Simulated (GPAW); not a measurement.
# La L₃ ELNES/XANES of La2O3 (P-3m1) from DFT, part 3 of 4

Aim: the dependence of the La L₃ near-edge features of La2O3 (P-3m1) on volume.

GPAW 26.7.0; X-ray absorption from dipole matrix elements to empty bands, plane-wave PAW PBE.

So far. Step 4 (Spectrum with FCH, La atom 1): Main maxima below 29 eV (height): 2.0 eV (2.90) and 16.4 eV (0.61). At an L edge the dipole rule selects empty d (and weakly s) states on the absorber, and the strong line at the onset measures the empty part of its d band.

### 6. Spectrum with FCH, La atom 1

Shorter bonds are expected to push antibonding states and scattering resonances up, and longer ones down; the cell is scaled to test that.

Changed against the first core-hole run: volume scale from 1 to 0.91.

xas.py

```python
import numpy as np
from ase import Atoms
from ase.parallel import parprint, paropen
from gpaw import GPAW, PW, FermiDirac, Mixer, MixerDif, setup_paths
from gpaw.test import gen
setup_paths.insert(0, '.')
gen('La', name='fch2p', xcname='PBE', corehole=(2, 1, 1), write_xml=True)
from gpaw.mpi import world
world.barrier()

atoms = Atoms('La6O9',
    cell=[[-5.71369289, 3.29880213, 0],
     [-5.71369289, -3.29880213, 0],
     [3.80912859, 0, 5.92280144]],
    scaled_positions=[[0.41541189, 0.74874523, 0.24623568],
     [0.74874523, 0.08207856, 0.24623568],
     [0.08207856, 0.41541189, 0.24623568],
     [0.25125477, 0.91792144, 0.75376432],
     [0.58458811, 0.25125477, 0.75376432],
     [0.91792144, 0.58458811, 0.75376432],
     [0, 0, 0],
     [0.33333333, 0.33333333, 0],
     [0.66666667, 0.66666667, 0],
     [0.54863022, 0.88196355, 0.64589065],
     [0.88196355, 0.21529688, 0.64589065],
     [0.21529688, 0.54863022, 0.64589065],
     [0.11803645, 0.78470312, 0.35410935],
     [0.45136978, 0.11803645, 0.35410935],
     [0.78470312, 0.45136978, 0.35410935]],
    pbc=True)
atoms.calc = calc = GPAW(legacy_gpaw=True, mode=PW(500), xc='PBE', setups={0: 'fch2p'},
    kpts={'size': (3, 3, 3), 'gamma': True}, occupations=FermiDirac(0.02),
    charge=0, mixer=Mixer(0.1, 5, 50), maxiter=150,
    convergence={'density': 0.0001}, txt='scf.txt')
energy = atoms.get_potential_energy() + calc.get_reference_energy()
ef = calc.get_fermi_level()
out = dict(energy=energy, fermi=ef, forces=atoms.get_forces().tolist())
parprint(f'all-electron energy {energy:.4f} eV, Fermi level {ef:.4f} eV')
ev = np.array([[calc.get_eigenvalues(k, s) for k in range(len(calc.get_ibz_k_points()))] for s in range(calc.get_number_of_spins())])
out['homo'], out['lumo'], out['counts'] = ev[ev < ef].max(), ev[ev > ef].min(), sorted(set((ev < ef).sum((0, 2)).tolist()))
out['filled'] = (ev[:, 0] < ef).sum(1).tolist()

from ase.units import Ha
from gpaw.xas import dipole_matrix_elements
nb = int(calc.get_number_of_electrons() / 2) + 165
top, nb = nb, nb + 8 + nb // 12
nscf = calc.fixed_density(kpts={'size': (3, 3, 3), 'gamma': True}, nbands=nb,
    convergence={'bands': top, 'eigenstates': 1e-5}, maxiter=60, txt='nscf.txt')
cell = atoms.cell.array
ops = [cell.T @ U.T @ np.linalg.inv(cell.T) for U in nscf.wfs.kd.symmetry.op_scc]
filled = [60]  # bands filled in the ground state, by spin
E = np.arange(-6, 34, 0.1)
fwhm = np.interp(E, [4, 25], [3.41, 3.5])
Y, X, zero, highest = 0, 0, 1e9, 1e9
for spin in range(nscf.get_number_of_spins()):
    wfs = nscf.wfs
    A = dipole_matrix_elements(wfs.setups[0])
    eps = np.zeros((wfs.kd.nibzkpts, nb))
    d = np.zeros((3, A.shape[1], wfs.kd.nibzkpts, nb), complex)
    for kpt in wfs.kpt_u:
        if kpt.s == spin and 0 in kpt.P_ani:
            eps[kpt.k] = kpt.eps_n * Ha
            d[:, :, kpt.k] = (kpt.weight * wfs.nspins / 2) ** 0.5 * np.inner(A, kpt.P_ani[0])
    world.sum(eps)
    world.sum(d)
    T = np.einsum('amkn,bmkn->abkn', d, d.conj()).real
    T = sum(np.einsum('ai,ijkn,bj->abkn', R, T, R) for R in ops) / len(ops)
    empty = np.ones_like(eps, bool) & (np.arange(nb) >= filled[spin])
    zero, highest = min(zero, eps[empty].min()), min(highest, eps[:, top - 1].min())
    lines = [(eps, T, empty)] if spin == 0 else lines + [(eps, T, empty)]
for eps, T, empty in lines:
    f = np.einsum('aakn->akn', T).reshape(3, -1)
    x = eps.ravel() - zero
    w = np.interp(x, E, fwhm) / 2.35482
    g = np.exp(-0.5 * ((E[:, None] - x) / w) ** 2) / (w * (2 * np.pi) ** 0.5)
    Y = Y + (f * empty.ravel()) @ g.T
    X = X + (f * ~empty.ravel()) @ g.T
out.update(E=E.round(2).tolist(), xas=Y.tolist(), xes=X.tolist(), zero=zero, valid=highest - zero, nk=len(eps), nb=nb)
for i in range(0, len(E), 10):
    parprint(f'{E[i]:7.2f}', *(f'{v:10.3e}' for v in Y[:, i]))
import json
with paropen('out.json', 'w') as f:
    json.dump(out, f)
```

Launch:

```sh
$ OMP_NUM_THREADS=1 mpirun -n 2 gpaw python xas.py
```

Numbers of over 12 decimals in the logs are rounded to 6 here.

The program printed:

```text
Input parameters:
  convergence: {density: 0.0001}
  kpts: {gamma: True,
         size: (3, 3, 3)}
  maxiter: 150
  mixer: {backend: pulay,
          beta: 0.1,
          method: separate,
          nmaxold: 5,
          weight: 50}
  mode: {ecut: 500.0,
         name: pw}
  occupations: {fixmagmom: False,
                name: fermi-dirac,
                width: 0.02}
  setups: {0: fch2p}
  xc: PBE

Initialize ...

[...]
*d    :     0.572457
--------------------------------

Diagonalizing with gridspacing h=0.050

state   all-electron     PAW
-------------------------------
5s:      -1.895350    -1.896295
5p:      -1.245747    -1.246764
5d:      -0.427543    -0.428053
*f:                   -0.052306
-------------------------------
all-electron energy -1399470.4981 eV, Fermi level 11.2676 eV
[...]
32.00  1.612e-06  1.613e-06  1.450e-06
  33.00  1.716e-06  1.719e-06  1.551e-06
[key lines of the parts left out:]
Converged after 29 iterations.
Dipole moment: (-0.599891, -0.229313, -0.412608) |e|*Ang
Free energy:   -142.408085
Fermi level: 11.26760
```

Elapsed: 10 min, on 2 MPI ranks of Arm Neoverse V1, shared host; peak memory 0.74 GiB.

| E (eV) | first run | this run |
| --- | --- | --- |
| -2.0 | 0.44 | 0.34 |
| -1.0 | 1.13 | 0.88 |
| 0.0 | 2.01 | 1.60 |
| 1.0 | 2.68 | 2.20 |
| 2.0 | 2.90 | 2.55 |
| 3.0 | 2.60 | 2.59 |
| 4.0 | 1.97 | 2.25 |
| 5.0 | 1.30 | 1.66 |
| 6.0 | 0.79 | 1.10 |
| 7.0 | 0.48 | 0.68 |
| 8.0 | 0.33 | 0.42 |
| 9.0 | 0.31 | 0.32 |
| 10.0 | 0.35 | 0.31 |
| 11.0 | 0.41 | 0.36 |
| 12.0 | 0.48 | 0.43 |
| 13.0 | 0.53 | 0.49 |
| 14.0 | 0.57 | 0.54 |
| 15.0 | 0.60 | 0.57 |
| 16.0 | 0.61 | 0.60 |
| 17.0 | 0.61 | 0.61 |
| 18.0 | 0.60 | 0.61 |
| 19.0 | 0.59 | 0.60 |
| 20.0 | 0.56 | 0.58 |
| 21.0 | 0.53 | 0.57 |
| 22.0 | 0.50 | 0.54 |
| 23.0 | 0.49 | 0.51 |
| 24.0 | 0.48 | 0.48 |
| 25.0 | 0.48 | 0.46 |
| 26.0 | 0.50 | 0.44 |
| 27.0 | 0.54 | 0.44 |
| 28.0 | 0.59 | 0.47 |
| 29.0 | 0.66 | 0.51 |

Against the first run the r.m.s. difference is 16 %. A shift of +0.6 eV leaves 8 %. The highest intensity below 24 eV goes from 2.0 eV (2.90) to 2.6 eV (2.62).

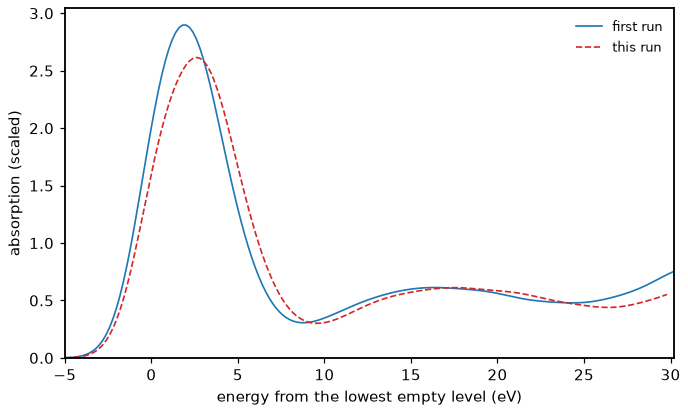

The effect of the change (volume scale from 1 to 0.91).

The photon energy of the zero moves by -0.45 eV.

### 7. Reference energy of the supercell

The cell changes for the next run, so it gets a reference energy of its own.

The cell differs from the one that the last finished run ended in (a 6.598 → 6.669 Å, b 6.598 → 6.669 Å, c 7.042 → 7.118 Å).

scf.py

```python
import numpy as np
from ase import Atoms
from ase.parallel import parprint, paropen
from gpaw import GPAW, PW, FermiDirac, Mixer, MixerDif, setup_paths
from gpaw.test import gen
setup_paths.insert(0, '.')
gen('La', name='nch2p', xcname='PBE', corehole=(2, 1, 0), write_xml=True)
from gpaw.mpi import world
world.barrier()

atoms = Atoms('La6O9',
    cell=[[-5.77580311, 3.33466148, 0],
     [-5.77580311, -3.33466148, 0],
     [3.85053541, 0, 5.98718477]],
    scaled_positions=[[0.41541189, 0.74874523, 0.24623568],
     [0.74874523, 0.08207856, 0.24623568],
     [0.08207856, 0.41541189, 0.24623568],
     [0.25125477, 0.91792144, 0.75376432],
     [0.58458811, 0.25125477, 0.75376432],
     [0.91792144, 0.58458811, 0.75376432],
     [0, 0, 0],
     [0.33333333, 0.33333333, 0],
     [0.66666667, 0.66666667, 0],
     [0.54863022, 0.88196355, 0.64589065],
     [0.88196355, 0.21529688, 0.64589065],
     [0.21529688, 0.54863022, 0.64589065],
     [0.11803645, 0.78470312, 0.35410935],
     [0.45136978, 0.11803645, 0.35410935],
     [0.78470312, 0.45136978, 0.35410935]],
    pbc=True)
atoms.calc = calc = GPAW(legacy_gpaw=True, mode=PW(500), xc='PBE', setups={0: 'nch2p'},
    kpts={'size': (3, 3, 3), 'gamma': True}, occupations=FermiDirac(0.02),
    charge=0, mixer=Mixer(0.1, 5, 50), maxiter=150,
    convergence={'density': 0.0001}, txt='scf.txt')
energy = atoms.get_potential_energy() + calc.get_reference_energy()
ef = calc.get_fermi_level()
out = dict(energy=energy, fermi=ef, forces=atoms.get_forces().tolist())
parprint(f'all-electron energy {energy:.4f} eV, Fermi level {ef:.4f} eV')
ev = np.array([[calc.get_eigenvalues(k, s) for k in range(len(calc.get_ibz_k_points()))] for s in range(calc.get_number_of_spins())])
out['homo'], out['lumo'], out['counts'] = ev[ev < ef].max(), ev[ev > ef].min(), sorted(set((ev < ef).sum((0, 2)).tolist()))
out['filled'] = (ev[:, 0] < ef).sum(1).tolist()
import json
with paropen('out.json', 'w') as f:
    json.dump(out, f)
```

Launch:

```sh
$ OMP_NUM_THREADS=1 mpirun -n 2 gpaw python scf.py
```

The program printed:

```text
Input parameters:
  convergence: {density: 0.0001}
  kpts: {gamma: True,
         size: (3, 3, 3)}
  maxiter: 150
  mixer: {backend: pulay,
          beta: 0.1,
          method: separate,
          nmaxold: 5,
          weight: 50}
  mode: {ecut: 500.0,
         name: pw}
  occupations: {fixmagmom: False,
                name: fermi-dirac,
                width: 0.02}
  setups: {0: nch2p}
  xc: PBE

Initialize ...

[...]
6s(2) :    -0.135137     1.050534
5p(6) :    -0.823504     1.097737
*p    :     0.176496
5d(1) :    -0.113687     0.994766
*d    :     0.886313
--------------------------------

Diagonalizing with gridspacing h=0.050

state   all-electron     PAW
-------------------------------
5s:      -1.429070    -1.429911
5p:      -0.823504    -0.824371
5d:      -0.113687    -0.113988
*f:                    0.053042
-------------------------------
all-electron energy -1405056.4744 eV, Fermi level 10.0449 eV
[key lines of the parts left out:]
Converged after 40 iterations.
Dipole moment: (-0.109163, -0.054930, -0.069220) |e|*Ang
Free energy:   -121.111109
Fermi level: 10.04494
```

Elapsed: 5.1 min, on 2 MPI ranks; peak memory 0.45 GiB; 10 min of CPU time.

Reference energy: -1405056.474 eV with the cores included.

### 8. Spectrum with FCH, La atom 1

Shorter bonds are expected to push antibonding states and scattering resonances up, and longer ones down; the cell is scaled to test that.

Changed against the first core-hole run: volume scale from 1 to 0.94.

xas.py: that of step 6 with these lines changed.

```diff
@@ -11,5 +11,5 @@
 atoms = Atoms('La6O9',
-    cell=[[-5.71369289, 3.29880213, 0],
-     [-5.71369289, -3.29880213, 0],
-     [3.80912859, 0, 5.92280144]],
+    cell=[[-5.77580311, 3.33466148, 0],
+     [-5.77580311, -3.33466148, 0],
+     [3.85053541, 0, 5.98718477]],
     scaled_positions=[[0.41541189, 0.74874523, 0.24623568],
@@ -44,3 +44,3 @@
 from gpaw.xas import dipole_matrix_elements
-nb = int(calc.get_number_of_electrons() / 2) + 165
+nb = int(calc.get_number_of_electrons() / 2) + 170
 top, nb = nb, nb + 8 + nb // 12
```

Launch:

```sh
$ OMP_NUM_THREADS=1 mpirun -n 2 gpaw python xas.py
```

The program printed:

```text
Input parameters:
  convergence: {density: 0.0001}
  kpts: {gamma: True,
         size: (3, 3, 3)}
  maxiter: 150
  mixer: {backend: pulay,
          beta: 0.1,
          method: separate,
          nmaxold: 5,
          weight: 50}
  mode: {ecut: 500.0,
         name: pw}
  occupations: {fixmagmom: False,
                name: fermi-dirac,
                width: 0.02}
  setups: {0: fch2p}
  xc: PBE

Initialize ...

[...]
*d    :     0.572457
--------------------------------

Diagonalizing with gridspacing h=0.050

state   all-electron     PAW
-------------------------------
5s:      -1.895350    -1.896295
5p:      -1.245747    -1.246764
5d:      -0.427543    -0.428053
*f:                   -0.052306
-------------------------------
all-electron energy -1399470.6086 eV, Fermi level 10.7973 eV
[...]
32.00  1.724e-06  1.724e-06  1.545e-06
  33.00  1.776e-06  1.775e-06  1.632e-06
[key lines of the parts left out:]
Converged after 34 iterations.
Dipole moment: (-0.595551, -0.224343, -0.407371) |e|*Ang
Free energy:   -142.518532
Fermi level: 10.79731
```

Wall time 11 min (2 MPI ranks); peak memory 0.75 GiB.

| E (eV) | first run | this run |
| --- | --- | --- |
| -2.0 | 0.44 | 0.37 |
| -1.0 | 1.13 | 0.96 |
| 0.0 | 2.01 | 1.74 |
| 1.0 | 2.68 | 2.37 |
| 2.0 | 2.90 | 2.68 |
| 3.0 | 2.60 | 2.62 |
| 4.0 | 1.97 | 2.16 |
| 5.0 | 1.30 | 1.53 |
| 6.0 | 0.79 | 0.98 |
| 7.0 | 0.48 | 0.59 |
| 8.0 | 0.33 | 0.38 |
| 9.0 | 0.31 | 0.31 |
| 10.0 | 0.35 | 0.32 |
| 11.0 | 0.41 | 0.38 |
| 12.0 | 0.48 | 0.45 |
| 13.0 | 0.53 | 0.51 |
| 14.0 | 0.57 | 0.55 |
| 15.0 | 0.60 | 0.58 |
| 16.0 | 0.61 | 0.60 |
| 17.0 | 0.61 | 0.61 |
| 18.0 | 0.60 | 0.61 |
| 19.0 | 0.59 | 0.59 |
| 20.0 | 0.56 | 0.58 |
| 21.0 | 0.53 | 0.56 |
| 22.0 | 0.50 | 0.52 |
| 23.0 | 0.49 | 0.49 |
| 24.0 | 0.48 | 0.47 |
| 25.0 | 0.48 | 0.46 |
| 26.0 | 0.50 | 0.45 |
| 27.0 | 0.54 | 0.47 |
| 28.0 | 0.59 | 0.51 |
| 29.0 | 0.66 | 0.56 |
| 30.0 | 0.74 | 0.62 |

Against the first run the r.m.s. difference is 10 %. The highest intensity below 24 eV goes from 2.0 eV (2.90) to 2.4 eV (2.71).

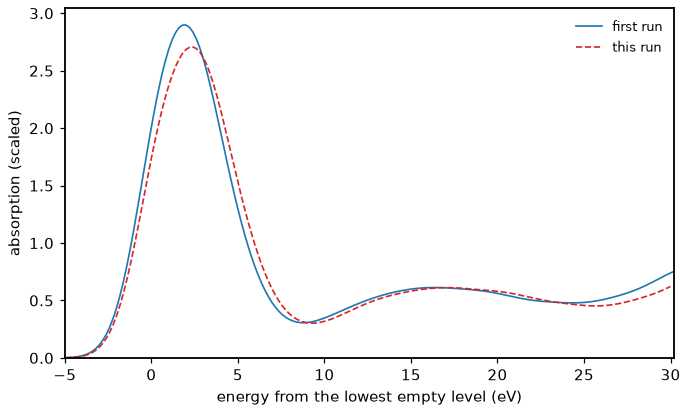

The effect of the change (volume scale from 1 to 0.94).

The photon energy of the zero moves by -0.28 eV.

### 9. Supercell without a hole, the energy reference

The cell changes for the next run, so it gets a reference energy of its own.

The cell differs from the one that the last finished run ended in (a 6.669 → 6.740 Å, b 6.669 → 6.740 Å, c 7.118 → 7.193 Å).

scf.py: that of step 7 with these lines changed.

```diff
@@ -11,5 +11,5 @@
 atoms = Atoms('La6O9',
-    cell=[[-5.77580311, 3.33466148, 0],
-     [-5.77580311, -3.33466148, 0],
-     [3.85053541, 0, 5.98718477]],
+    cell=[[-5.8366055, 3.36976576, 0],
+     [-5.8366055, -3.36976576, 0],
+     [3.89107034, 0, 6.05021239]],
     scaled_positions=[[0.41541189, 0.74874523, 0.24623568],
```

Launch:

```sh
$ OMP_NUM_THREADS=1 mpirun -n 2 gpaw python scf.py
```

The program printed:

```text
Input parameters:
  convergence: {density: 0.0001}
  kpts: {gamma: True,
         size: (3, 3, 3)}
  maxiter: 150
  mixer: {backend: pulay,
          beta: 0.1,
          method: separate,
          nmaxold: 5,
          weight: 50}
  mode: {ecut: 500.0,
         name: pw}
  occupations: {fixmagmom: False,
                name: fermi-dirac,
                width: 0.02}
  setups: {0: nch2p}
  xc: PBE

Initialize ...

[...]
6s(2) :    -0.135137     1.050534
5p(6) :    -0.823504     1.097737
*p    :     0.176496
5d(1) :    -0.113687     0.994766
*d    :     0.886313
--------------------------------

Diagonalizing with gridspacing h=0.050

state   all-electron     PAW
-------------------------------
5s:      -1.429070    -1.429911
5p:      -0.823504    -0.824371
5d:      -0.113687    -0.113988
*f:                    0.053042
-------------------------------
all-electron energy -1405056.9483 eV, Fermi level 9.5947 eV
[key lines of the parts left out:]
Converged after 44 iterations.
Dipole moment: (-0.107081, -0.053758, -0.067695) |e|*Ang
Free energy:   -121.584990
Fermi level: 9.59470
```

It took 5.7 min on 2 MPI ranks; peak memory 0.45 GiB; 11 min of CPU time.

Reference energy: -1405056.948 eV with the cores included.

(Part 3 of 4 ends here.)

[Banner, clock and machine lines of the logs are left out without a mark of their own.]

[Logs are printed without paths, hosts, clocks, repeated set-up lines and the standing remarks that a program may print on its own settings, such as how far it seeks lower states.]

[Hosts, paths, dates, database ids (printed as entryN), source tags and the programs' standing remarks are cut or masked in the printed files.]

[Lists of maxima count a maximum above −3 eV only where it reaches 4 % of the highest in the window and stands out from its surroundings by 2 % of it (1.5 % where it reaches 55 %); shoulders and weaker maxima are passed over, and of the rest the first, up to two pre-edge ones and the few strongest are named.]
